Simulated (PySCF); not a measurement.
# C10H13N (4-dimethylaminostyrene): the cost of one run

Programs: PySCF 2.14.0, with routines of our own; each step states its level. All values are computed. Atoms count from 0.

## (1) The starting structure

24 atoms, charge 0, multiplicity 1; geometry from: GFN2-xTB.

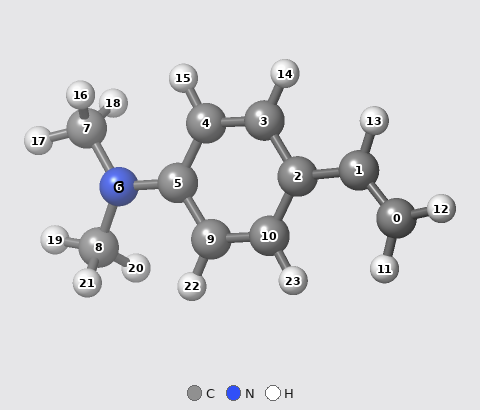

The starting geometry (carbon grey, nitrogen blue, hydrogen white).

## (2) Geometry optimisation at PBE0-D3(BJ)/def2-SVP

The job: settings as JSON, then the geometry in Å.

```
{"job": {"xc": "PBE0", "basis": "def2-SVP", "d3": "d3bj", "grid": 2, "kind": "geom"}, "charge": 0, "multiplicity": 1}
C      4.289706    -0.669835     0.448188
C      3.450595    -0.127048    -0.428181
C      2.004044    -0.042937    -0.321296
C      1.274689     0.567740    -1.342869
C     -0.097674     0.672014    -1.299106
C     -0.827020     0.165823    -0.213985
N     -2.193786     0.291417    -0.135642
C     -2.930960     0.882424    -1.224111
C     -2.927590    -0.491918     0.829295
C     -0.095406    -0.454501     0.810361
C      1.276286    -0.551197     0.755837
H      3.960933    -1.120894     1.368912
H      5.351994    -0.683152     0.271810
H      3.857163     0.309535    -1.333775
H      1.801400     0.967141    -2.199106
H     -0.601766     1.144622    -2.126385
H     -2.529265     1.870325    -1.456898
H     -3.970501     1.009337    -0.927892
H     -2.902219     0.267511    -2.133069
H     -3.994578    -0.378964     0.652304
H     -2.680310    -1.557101     0.760031
H     -2.716094    -0.150876     1.846779
H     -0.602850    -0.863768     1.668667
H      1.791473    -1.035934     1.571152
```

Started as:

```sh
$ OMP_NUM_THREADS=1 python excited_run.py task.json out
```

The driver reads the jobs from task.json and runs them one after another.

**Question.** How long does this first job take on 1 thread of Arm Neoverse V2, shared host, and how much memory does it need?

About 4.3 min, with a peak of 1 GiB.
